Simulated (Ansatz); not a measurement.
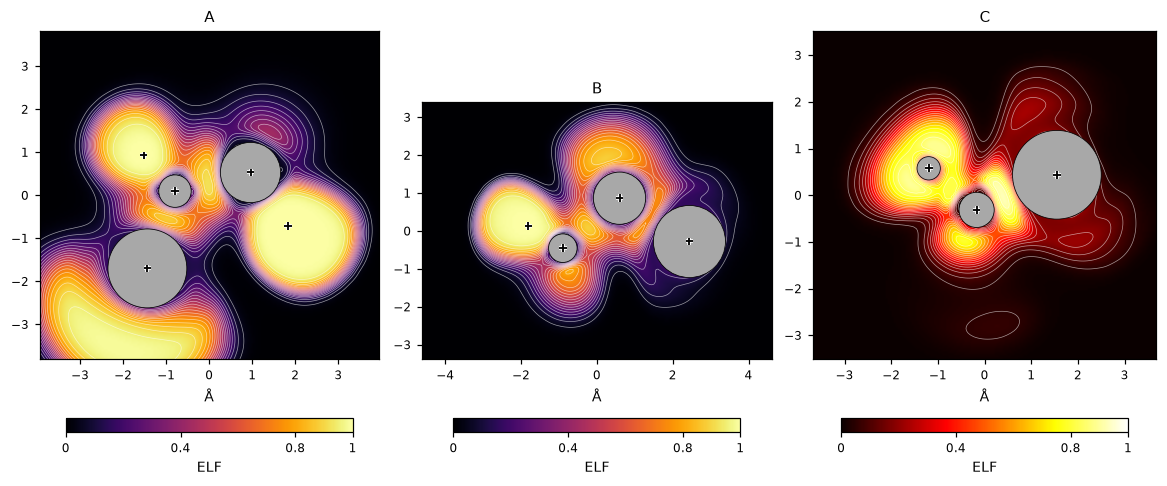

The ELF of 3 systems, each on a plane through atoms (crosses mark nuclei in the plane; grey discs cover the cores).

All numbers below come from isolated molecule in a Gaussian basis; Kohn-Sham density functional theory, functional PBE0 (Ansatz).

System 1: CH$_{4}$CuSe (SMILES C[SeH+][Cu]) (charge +1), the plane of atoms C1, Se3 and Cu2. Geometry: B3LYP/6-31G*.

```tsv
atom	x (Å)	y (Å)	z (Å)
C	0.3110	-0.1216	-2.2311
Cu	-0.5852	-2.8901	-0.5821
Se	1.0848	-1.6973	-1.2847
H	-0.4599	0.3523	-1.6263
H	1.1467	0.5540	-2.4167
H	-0.0945	-0.4916	-3.1732
H	1.4409	-0.9502	-0.0503
```

System 2: CHBrCuF, the plane of atoms Cu3, C1 and F4. Geometry: r2SCAN-D4/def2-SVP.

```xyz
5

C     0.0848   -2.4794   -0.3736
Br   -0.2396   -3.7990    1.1007
Cu   -1.2726   -1.1972   -0.1779
F     1.3543   -2.0083   -0.2547
H     0.0283   -3.1003   -1.2835
```

System 3: CH$_{4}$GaSi (charge −1), the plane of atoms Ga2, C1 and Si3. Geometry: B3LYP-D3(BJ)/def2-SVPD.

```xyz
7

C     1.9361   -0.2948   -1.6691
Ga    1.1306    0.3056   -3.2896
Si    1.7914   -1.9874   -1.0499
H     0.9586   -2.8393   -1.9804
H     1.1338   -2.2069    0.3075
H     3.0660   -2.8046   -0.8748
H     2.5254    0.4187   -1.0666
```

> Match each panel to its system.

Panel A is system 3, CH$_{4}$GaSi: the plane holds C, Ga, Si and H. C–Si (1.81 Å): the ELF peaks at about 0.90 between the atoms: localised, covalent bonding. Panel B is system 1, CH$_{4}$CuSe: the plane holds C, Cu, Se and H. C–Se (1.99 Å): the ELF peaks at about 0.90 between the atoms; a shared electron pair. Panel C is system 2, CHBrCuF: the plane holds C, Cu and F. C–F (1.36 Å): the ELF peaks at about 0.80 between the atoms: a shared but strongly polarised pair.
